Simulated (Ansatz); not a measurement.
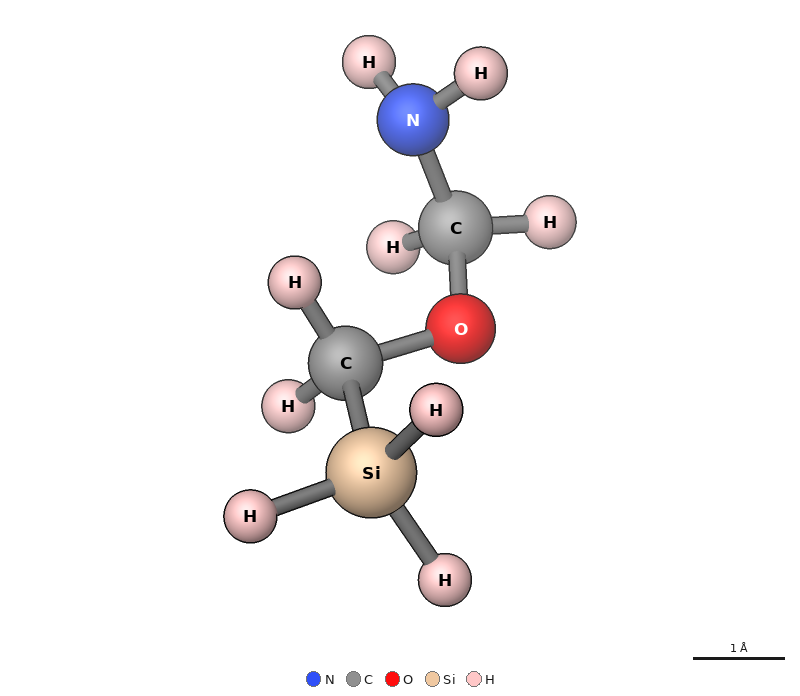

Distant atoms are faded towards the background colour. The computed structure is the end point of a PBE-D4/def2-SVP optimisation. No frequency run is at hand to confirm it as a minimum. Masses are those of the most abundant isotopes; constants are for the rigid equilibrium geometry.

Question: Classify the rotor and give the rotational constants (cm⁻¹).

Answer: An asymmetric top (C1): A = 0.373, B = 0.0545, C = 0.0522 cm⁻¹. Ray's parameter κ is −0.99, close to the prolate limit.
